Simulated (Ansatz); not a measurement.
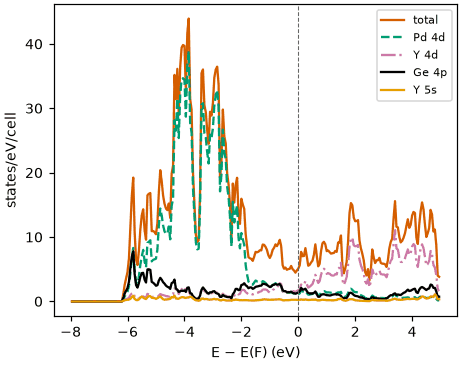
*Total and projected density of states of YGePd2 in space group Pnma (No. 62; Y on 4c, Ge on 4c, Pd on 8d), r²SCAN (plane waves, PAW; program Ansatz)*

Problem. Which orbitals carry the states next to the Fermi level?

Solution. Within 0.5 eV of the Fermi level: Y 4d 34 %, Ge 4p 26 %, Pd 4d 23 %, outside the projected shells 10 %. Projections are on Löwdin-orthogonalised atomic valence shells; empty p or d shells of many metals are not among them.

Problem. Where is the tallest occupied peak in this window, and what makes it?

Solution. Near -3.8 eV, about 44 states/eV per cell; the largest projected share is Pd 4d.

The workflow started from a Materials Project entry (that database holds measured and hypothetical structures alike); the Crystallography Open Database copy checked does not list it. Whether it is the stable phase at ambient conditions was not checked. The cell was relaxed with r²SCAN under the symmetry of its start; whether a distortion lowers the energy is not shown. No spin polarisation was allowed. Spin–orbit coupling is left out wherever it is not named.

Potentials: the later of the program's two PAW sets.
